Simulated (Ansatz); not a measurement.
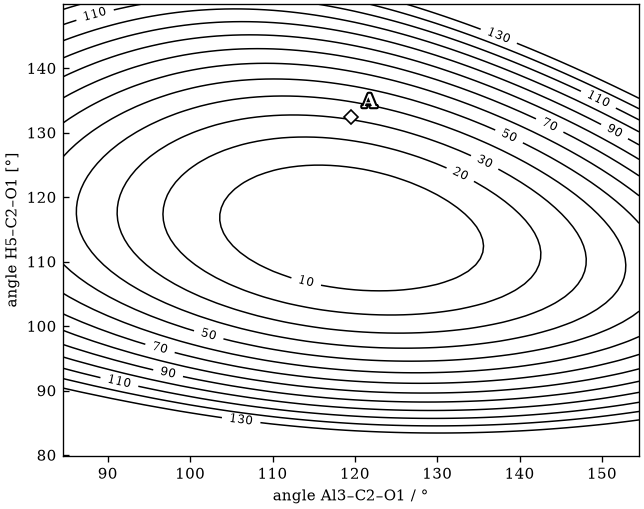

CH₄AlO, SMILES [OH+]=[CH][AlH2], charge +1. First axis: angle Al3–C2–O1. Second axis: angle H5–C2–O1. Nothing is relaxed (all other coordinates rigid). The grid has 13 × 13 points. Points are written as (first, second). Energies are in kJ/mol, from the lowest grid point. These are results of RKS PBE0-D4/def2-TZVP in Ansatz 0.2.0, not measurements.

In the figure: contour lines labelled in kJ/mol (none above 130), the point A. Between grid points the surface is interpolated.

Question: Is A at rest? If not, where is it pushed?

Answer: A, at (119.5°, 132.4°), is not a stationary point. The computed force is 0.69 kJ/mol for each degree towards smaller values of angle Al3–C2–O1 and 3.4 kJ/mol for each degree towards smaller values of angle H5–C2–O1.
